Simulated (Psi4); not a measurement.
# CAM-B3LYP/def2-TZVPPD run of AlH (SMILES [AlH])

Aim: the vertical ionisation energy of AlH at CAM-B3LYP/def2-TZVPPD, from 2 runs. 

Program for the calculation: Psi4 1.11.

2 further runs of the same task are left out: 2 set aside as unsound or not needed.

## 1. The system as given

AlH: 2 atoms, total charge 0, spin state singlet. SMILES: `[AlH]`. The shape is that of a PBE0-D4/def2-TZVP optimisation.

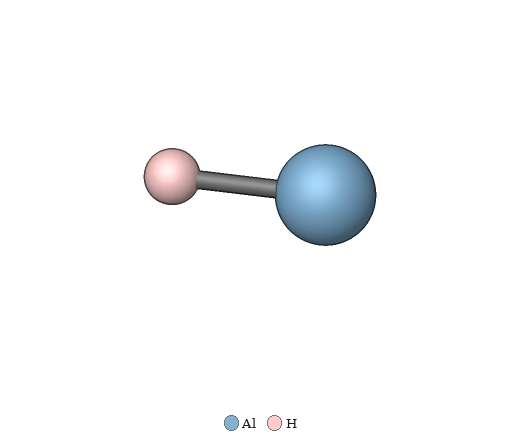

Viewed from a chosen angle; aluminium light blue, hydrogen pink.

## 2. Energy and gradient at CAM-B3LYP/def2-TZVPPD

File input.json:

```json
{
  "schema_name": "qcschema_input",
  "schema_version": 1,
  "molecule": {
    "schema_name": "qcschema_molecule",
    "schema_version": 2,
    "symbols": ["Al", "H"],
    "geometry": [0.0, 0.0, -0.04845258, 0.0, 0.0, 3.09746899],
    "molecular_charge": 0,
    "molecular_multiplicity": 1,
    "fix_symmetry": "c1"
  },
  "driver": "gradient",
  "model": {
    "method": "cam-b3lyp",
    "basis": "def2-TZVPPD"
  },
  "keywords": {
    "puream": true,
    "e_convergence": 1e-09,
    "d_convergence": 1e-08,
    "scf_type": "pk",
    "dft_radial_points": 99,
    "dft_spherical_points": 590,
    "scf_properties": ["LOWDIN_CHARGES", "QUADRUPOLE", "DIPOLE"]
  }
}
```

Run with:

```bash
$ psi4 --qcschema input.json -n 1 --memory 1600MB
```

stdout:

```text
[...]
  Running in c1 symmetry.
[...]
  Nuclear repulsion =    4.132334424344851
[...]
  Multiplicity = 1
[...]
  Nalpha       = 7
  Nbeta        = 7
[...]
    Number of basis functions: 65
[...]
   @RKS iter   1:  -242.97005821928255   -4.56316e-01   3.21583e-03 ADIIS/DIIS
[...]
   @RKS iter   9:  -242.98309567446057   -1.44951e-12   1.87867e-09 DIIS
[...]
    Orbital Energies [Eh]
    ---------------------
    Doubly Occupied:
       1A    -56.109373     2A     -4.215027     3A     -2.769207
       4A     -2.769207     5A     -2.761636     6A     -0.429197
       7A     -0.258348
[...]
  @RKS Final Energy:  -242.98309567446057
   => Energetics <=
    Nuclear Repulsion Energy =              4.1323344243448510
    One-Electron Energy =                -345.6857513652754506
    Two-Electron Energy =                 112.9193351648737860
    DFT Exchange-Correlation Energy =     -14.3490138984037330
    Empirical Dispersion Energy =           0.0000000000000000
    VV10 Nonlocal Energy =                  0.0000000000000000
    Total Energy =                       -242.9830956744605714
[...]
 Multipole Moments:
 ------------------------------------------------------------------------------------
     Multipole            Electronic (a.u.)      Nuclear  (a.u.)        Total (a.u.)
 ------------------------------------------------------------------------------------
 L = 1.  Multiply by 2.5417464519 to convert [e a0] to [Debye]
 Dipole X            :          0.0000000            0.0000000            0.0000000
 Dipole Y            :         -0.0000000            0.0000000           -0.0000000
 Dipole Z            :         -1.6437934            1.5600499           -0.0837436
 Magnitude           :                                                    0.0837436
 L = 2.  Multiply by 1.3450342976 to convert [e a0^2] to [Debye ang]
 Quadrupole XX       :         -9.1963375            0.0000000           -9.1963375
 Quadrupole XY       :          0.0000000            0.0000000            0.0000000
[...]
  -Total Gradient:
     Atom            X                  Y                   Z
    ------   -----------------  -----------------  -----------------
       1        0.000000000002    -0.000000000005    -0.002220909185
       2       -0.000000000002     0.000000000005     0.002220965712
[...]
```

The result, in JSON:

```text
{
 "driver": "gradient",
 "model": {
  "method": "cam-b3lyp",
  "basis": "def2-TZVPPD"
 },
 "success": true,
 "return_result": [1.6088072728916353e-12, -5.373804951138037e-12, -0.0022209091854437576, -1.6009660177254321e-12, 5.351292859885516e-12, 0.002220965711659778],
 "properties": {
  "calcinfo_nbasis": 65,
  "calcinfo_nmo": 65,
  "calcinfo_nalpha": 7,
  "calcinfo_nbeta": 7,
  "calcinfo_natom": 2,
  "nuclear_repulsion_energy": 4.132334424344851,
  "return_energy": -242.98309567446057,
  "return_gradient": [1.6088072728916353e-12, -5.373804951138037e-12, -0.0022209091854437576, -1.6009660177254321e-12, 5.351292859885516e-12, 0.002220965711659778],
  "scf_one_electron_energy": -345.68575136527545,
  "scf_two_electron_energy": 112.91933516487379,
  "scf_xc_energy": -14.349013898403733,
  "scf_dipole_moment": [2.5142845368997333e-11, -8.392790111384359e-11, -0.08374356161638286],
  "scf_total_energy": -242.98309567446057,
  "scf_total_gradient": [1.6088072728916353e-12, -5.373804951138037e-12, -0.0022209091854437576, -1.6009660177254321e-12, 5.351292859885516e-12, 0.002220965711659778],
  "scf_iterations": 9
 }
}
```

Wall time 4.8 s (1 thread of Intel Xeon 6975P-C (Granite Rapids), shared host); peak memory 0.46 GiB.

## 3. The doublet cation: a single-point energy at UCAM-B3LYP/def2-TZVPPD

File run_ase.py:

```python
import numpy as np
from ase.calculators.psi4 import Psi4
from ase import Atoms

a = Atoms(['Al', 'H'], positions=[
    [0.000000, 0.000000, -0.025640],
    [0.000000, 0.000000, 1.639110],
])
calc = Psi4(atoms=a, method='cam-b3lyp', basis='def2-TZVPPD', memory='1600MB', num_threads=1, charge=1, multiplicity=2, label='alh', reference='uks')
calc.psi4.set_options({'puream': True, 'e_convergence': 1e-09, 'd_convergence': 1e-08, 'scf_type': 'pk', 'dft_radial_points': 99, 'dft_spherical_points': 590, 'maxiter': 100})
a.calc = calc

print(f'energy: {a.get_potential_energy():.6f} eV')
```

Run with:

```bash
$ python run_ase.py
```

alh.dat:

```text
[...]
  Running in c1 symmetry.
[...]
  Nuclear repulsion =    4.132334427817990
[...]
  Multiplicity = 2
[...]
  Nalpha       = 7
  Nbeta        = 6
[...]
    Number of basis functions: 65
[...]
   @UKS iter   1:  -242.65597303401714   -1.42231e-01   2.81794e-03 DIIS/ADIIS
[...]
   @UKS iter  11:  -242.68059223949757   -7.10543e-13   1.10062e-09 DIIS
[...]
   @S^2 Observed:                7.627078461E-01
[...]
    Orbital Energies [Eh]
    ---------------------
    Alpha Occupied:
       1A    -56.440606     2A     -4.541594     3A     -3.094667
       4A     -3.094667     5A     -3.090843     6A     -0.729350
       7A     -0.565046
    Alpha Virtual:
       8A     -0.272022     9A     -0.272022    10A     -0.151097
      11A     -0.115432    12A     -0.083236    13A     -0.083236
      14A     -0.072520    15A     -0.072520    16A     -0.042349
      17A     -0.001417    18A      0.032434    19A      0.032434
      20A      0.054394    21A      0.054394    22A      0.076835
      23A      0.076836    24A      0.085917    25A      0.122298
[...]
  @UKS Final Energy:  -242.68059223949757
   => Energetics <=
    Nuclear Repulsion Energy =              4.1323344278179901
    One-Electron Energy =                -341.3189219060953974
    Two-Electron Energy =                 108.7149616088573651
    DFT Exchange-Correlation Energy =     -14.2089663700774889
    Empirical Dispersion Energy =           0.0000000000000000
    VV10 Nonlocal Energy =                  0.0000000000000000
    Total Energy =                       -242.6805922394975426
[...]
 Multipole Moments:
 ------------------------------------------------------------------------------------
     Multipole            Electronic (a.u.)      Nuclear  (a.u.)        Total (a.u.)
 ------------------------------------------------------------------------------------
 L = 1.  Multiply by 2.5417464519 to convert [e a0] to [Debye]
 Dipole X            :         -0.0000000            0.0000000           -0.0000000
 Dipole Y            :          0.0000000            0.0000000            0.0000000
 Dipole Z            :         -1.6789872            1.5600499           -0.1189373
 Magnitude           :                                                    0.1189373
[...]
```

On the terminal:

```text
energy: -6603.675276 eV
```

Run time: 5.4 s. Hardware: 1 thread of Intel Xeon 6975P-C (Granite Rapids), shared host; peak memory 0.47 GiB.

## 4. Summary of results

At CAM-B3LYP/def2-TZVPPD:

```
                                          quantity          value
                         singlet AlH: total energy  -242.98310 Eh
                        singlet AlH: dipole moment         0.21 D
                          singlet AlH: HOMO energy       -7.03 eV
                          singlet AlH: LUMO energy       -0.80 eV
                        singlet AlH: HOMO–LUMO gap        6.23 eV
             singlet AlH: largest force on an atom     0.114 eV/Å
                      doublet cation: total energy  -242.68059 Eh
doublet cation: HOMO energy (highest over α and β)      -15.38 eV
 doublet cation: LUMO energy (lowest over α and β)       -9.50 eV
                              doublet cation: ⟨S²⟩          0.763
vertical ionisation energy (to the doublet cation)       8.232 eV
```

Removing an electron at fixed nuclei costs 8.23 eV (794 kJ/mol). The negative HOMO energy of the first species, 7.03 eV, lies 1.20 eV below that difference.
